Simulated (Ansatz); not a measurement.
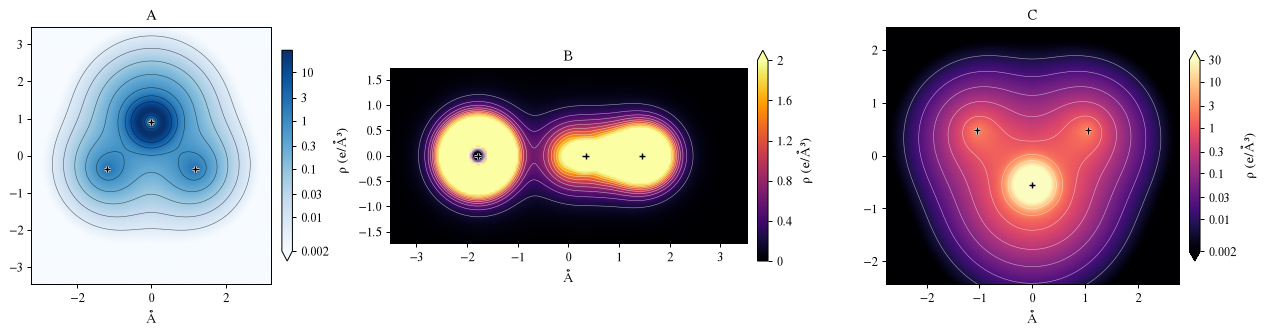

The electron density of 3 systems, each on a plane through atoms (crosses mark nuclei in the plane).

Computed with RKS PBE0-D4/def2-TZVPPD (Ansatz).

System 1: Li···H3Sb (SMILES [Li+].[SbH3]) (charge +1), the plane of atoms H4, Sb2 and H5. Geometry: PBE0-D4/def2-TZVP; core potentials replace the inner electrons of Sb.

```yaml
atoms:
  - { symbol: Li, position_ang: [-0.6636, -0.0269, -1.4370] }
  - { symbol: Sb, position_ang: [0.4987, 0.0193, 1.0817] }
  - { symbol: H, position_ang: [1.1451, -0.6736, -0.3720] }
  - { symbol: H, position_ang: [0.0350, 1.3757, 0.1040] }
  - { symbol: H, position_ang: [-1.0152, -0.6945, 0.6234] }
```

System 2: HF···H2Se (SMILES F.[SeH2]), the plane of atoms H4, Se3 and H5. Geometry: PBE0-D4/def2-TZVP.

```yaml
atoms:
  - { symbol: F, position_ang: [-0.0666, 0.3700, -2.1821] }
  - { symbol: H, position_ang: [0.1610, 0.2288, -1.2865] }
  - { symbol: Se, position_ang: [0.6285, -0.1399, 0.9867] }
  - { symbol: H, position_ang: [-0.3132, -1.2631, 1.0644] }
  - { symbol: H, position_ang: [-0.4096, 0.8040, 1.4175] }
```

System 3: CAgO (charge +1), a plane that holds the molecular axis. Geometry: PBE0-D4/def2-TZVP; core potentials replace the inner electrons of Ag.

```xyz
3

Ag   -0.2570    0.0532   -1.7717
C     0.0486   -0.0100    0.3358
O     0.2084   -0.0431    1.4358
```

Question: Which map belongs to which system?

Answer: Panel A is system 1, Li···H3Sb: the plane holds Sb and H. Sb–H (1.74 Å): ρ at the midpoint is about 1.1 e/Å³. Panel B is system 3, CAgO: the plane holds Ag, C and O. C–O (1.11 Å): ρ is about 4.4 e/Å³ halfway. Panel C is system 2, HF···H2Se: the plane holds Se and H. Se–H (1.47 Å): ρ is about 1.4 e/Å³ halfway.
